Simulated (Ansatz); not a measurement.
A series of calculations on GeHCl4F

## 1. Relaxation

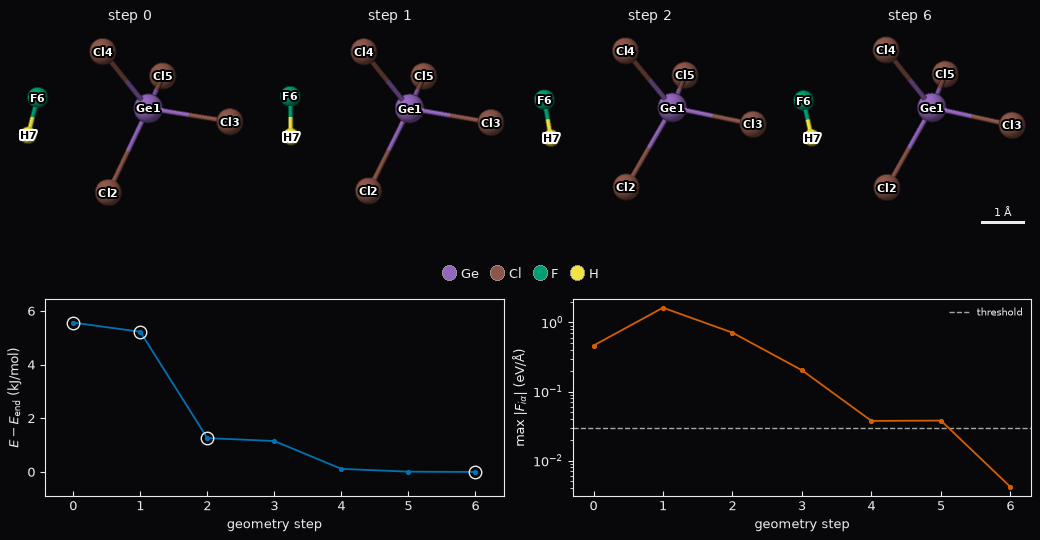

Frames of a relaxation of GeHCl4F, marked on the history of the run. A ball-and-stick model, seen at a tilt.

The run prepares an end point of a later path (reaction) calculation, from a guessed geometry.

Level of theory: RKS B3LYP/def2-SVP (Ansatz 0.2.0).

The input:
```yaml
crystal:
  periodic: [false, false, false]
  atoms:
    - { symbol: Ge, position_ang: [0.2099, 5.0e-05, -0.054302] }
    - { symbol: Cl, position_ang: [0.34629, 8.0e-05, 2.145994] }
    - { symbol: Cl, position_ang: [2.248712, 6.0e-06, -0.74934] }
    - { symbol: Cl, position_ang: [-0.705967, 1.791763, -0.784322] }
    - { symbol: Cl, position_ang: [-0.706005, -1.791704, -0.784178] }
    - { symbol: F, position_ang: [-2.46396, 8.2e-05, 1.034758] }
    - { symbol: H, position_ang: [-2.21077, -0.000277, 1.92529] }
basis:
  gaussian: { orbitals: def2-SVP }
hamiltonian:
  xc: b3lyp
relax:
  f_tol: 0.03
  max_steps: 50
```

Launched with:
```bash
ansatz run input.yaml --threads 4 --pin off --max-ram 5120MiB --backend cpu --events-out ev --progress --plain --runs-dir out
```

Q: Describe the path.

A: The atom that moves furthest after the best rigid fit is F6 (0.37 Å). By element the largest moves are F 0.37 Å, Cl 0.13 Å, H 0.11 Å, Ge 0.09 Å. Some distances before and after: Ge1–Cl2 2.205 → 2.174 Å, Ge1–Cl3 2.154 → 2.147 Å. Among the angles between lasting bonds that change: Cl3–Ge1–Cl4 107.2° → 109.2°. After 6 geometry steps the energy has fallen by 5.56 kJ/mol. Largest force component: 0.46 eV/Å at the start, 0.0042 eV/Å at the end. From step 0 to 1: F6 moves most (0.20 Å), energy −0.34 kJ/mol. From step 1 to 2: F6 moves most (0.17 Å), energy −3.96 kJ/mol. From step 2 to 6: Cl3 moves most (0.03 Å), energy −1.26 kJ/mol.

Limits of the set-up: the start holds two separate molecules, 2.6 Å apart at their closest, whose relative position is a soft coordinate and is computed without a dispersion correction.

## 2. Relaxation

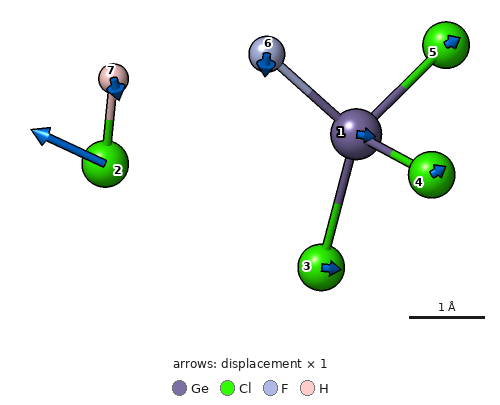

A relaxation of GeHCl$_{4}$F. The starting structure is drawn; blue arrows show the displacements, at their true length. The two geometries are superimposed by the best rigid fit.

The picture is a ball-and-stick view, seen at a tilt.

The run prepares an end point of a later path (reaction) calculation, from a guessed geometry.

These are results of RKS B3LYP/def2-SVP (Ansatz 0.2.0), not measurements. Set-up: no spin polarisation; force threshold 0.03 eV/Å; at most 50 steps.

> Atoms of which element are displaced furthest, and by how much?

Chlorine: up to 1.14 Å, against 0.37 Å for fluorine.

> What did the optimiser do to the structure, and how much energy did it gain?

After 14 geometry steps the energy has fallen by 7.65 kcal/mol. The largest force component goes from 1.2 to 0.025 eV/Å. The forces were under the threshold at step 8, but the run went on from there. Cl2 moves most after the best rigid fit: 1.14 Å. By element the largest moves are Cl 1.14 Å, F 0.37 Å, H 0.36 Å, Ge 0.28 Å. Among the contacts that change: Cl2–H7 1.331 → 1.295 Å, Ge1–F6 1.707 → 1.742 Å, Ge1–Cl3 2.135 → 2.131 Å. Among the angles between lasting bonds that change: Cl3–Ge1–F6 122.1° → 107.2°, Cl3–Ge1–Cl4 107.6° → 111.9°, Cl4–Ge1–F6 103.5° → 106.8°.

## 3. Path

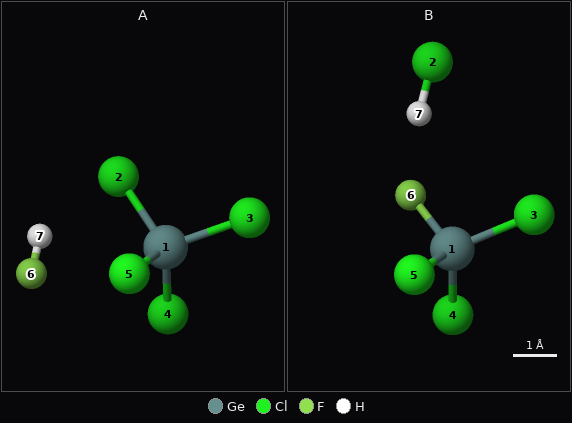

The two relaxed end points of a path for GeHCl₄F, made up at the start of GeCl$_{4}$ and HF. The picture is a ball-and-stick view, seen at a tilt.

Level of theory: RKS B3LYP/def2-SVP in Ansatz 0.2.0.

Set-up: 5 movable images; climbing image; force threshold 0.03 eV/Å; iteration limit 60.

Start:
```xyz
7

Ge    0.2827    0.0000   -0.1131
Cl    0.2505    0.0000    2.0604
Cl    2.3478    0.0001   -0.7005
Cl   -0.6577    1.7701   -0.8546
Cl   -0.6576   -1.7701   -0.8547
F    -2.7476   -0.0001    1.2647
H    -2.0999    0.0001    1.9317
```

End:
```xyz
7

Ge   -0.3351    0.0000   -0.7538
Cl   -0.6457    0.0000    3.9252
Cl    1.7053    0.0000   -0.1404
Cl   -0.8383    1.7660   -1.8372
Cl   -0.8382   -1.7660   -1.8372
F    -1.3075    0.0000    0.6910
H    -1.0224    0.0000    2.6863
```

What barrier does the band find between them, and by what path?

Forward barrier 1.12 eV, backward barrier 1.19 eV, with image 2 at the top; the reaction energy is −0.08 eV. Breaking: F6–H7 (0.93 → 1.24 at the top → 2.02 Å), Ge1–Cl2 (2.17 → 2.61 at the top → 4.69 Å). Forming: Cl2–H7 (2.35 → 1.47 at the top → 1.29 Å), Ge1–F6 (3.33 → 1.94 at the top → 1.74 Å). The band is converged. At the top, the vibrational analysis gives one imaginary mode (550i cm⁻¹), as a transition state must have.

Energies of the converged images:

```
image  path (Å)  E (eV)
    0      0.00   0.000
    1      0.81   0.260
    2      1.63   1.115
    3      2.28   0.595
    4      2.93   0.108
    5      3.58  -0.067
    6      4.23  -0.076
```

The geometry at the top of the path:

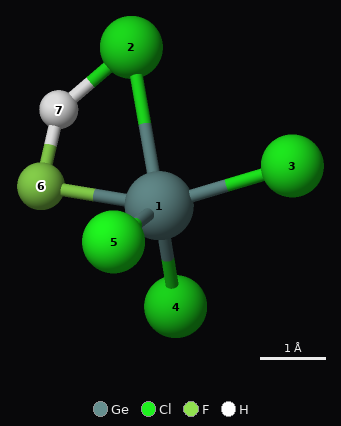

Limits of the set-up: the start holds two separate molecules, 2.4 Å apart at their closest, whose relative position is a soft coordinate and is computed without a dispersion correction.
